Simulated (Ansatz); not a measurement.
HfS2 (1T monolayer), computed twice by G0W0.

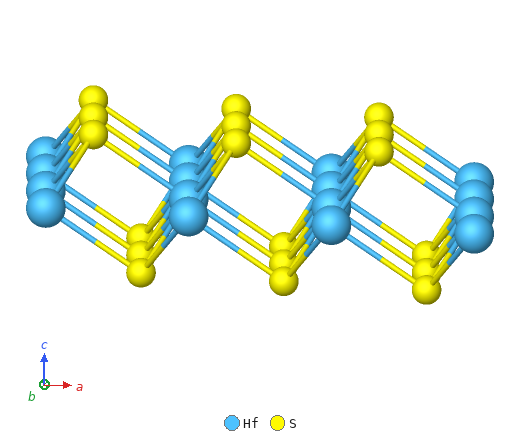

The structure (hafnium blue, sulfur yellow). 3×3×1 cells are drawn. Some periodic images of atoms are drawn too.

The cell holds 3 atoms: 1 Hf and 2 S. Its edges and angles: a = 3.656 Å, b = 3.656 Å, c = 29.000 Å, α = 90.0°, β = 90.0°, γ = 120.0°. Vacuum lies along c.

```xyz
3
Lattice="3.6556 0.0000 0.0000 -1.8278 3.1659 0.0000 0.0000 0.0000 29.0000" Properties=species:S:1:pos:R:3
Hf    0.0000    0.0000   14.5000
S     0.0000    2.1106   15.9442
S     1.8278    1.0553   13.0558
```

The structure was relaxed with PBE. The runs that relaxed it are not among those shown. Spin-orbit coupling is left out unless a run names it. PAW set soft_2, made with PBE.

The first (Ansatz 0.2.0; start PBE, 6×6×1 mesh, 879 empty bands, screening to 110 eV; 1 × NVIDIA H100 80GB HBM3 (shared by 6 runs) with 3 threads of AMD EPYC 7R13 (Zen 3), shared host) gave, on its mesh: starting gap 1.32 eV, G0W0 gap 2.57 eV, mean of 1 + 4πα/V (set by the cell height) 2.41, 91 s.

Question: The second changes empty bands from 879 to 1615 and screening cutoff (eV) from 110.0 to 165.0. What does it give?

It gave: starting gap 1.32 eV, G0W0 gap 2.62 eV, mean of 1 + 4πα/V (set by the cell height) 2.40, 2.3 min. The G0W0 gap moves by +0.05 eV, +0.00 eV from the start and +0.05 eV from the correction. Σc changes by −0.14 eV at the valence top and −0.09 eV at the conduction bottom, and Σx − Vxc between them by −0.0001 eV.

Limits: not at the basis limit; coarse mesh for a sheet; no spin-orbit coupling.

[Paths, hosts, dates, memory and timing lines, banners, echoed tables and standing remarks are left out of the program output.]

[Logs are printed without paths, hosts, clocks, repeated set-up lines and the standing remarks that a program may print on its own settings, such as how far it seeks lower states.]

[Runs of the session that timed out or met a known fault of the program may be left out.]

[Cells called generated may have been cut or substituted from an entry of the Crystallography Open Database or the Materials Project.]

[Hosts, paths, dates, database ids (printed as entryN), source tags and the programs' standing remarks are cut or masked in the printed files.]
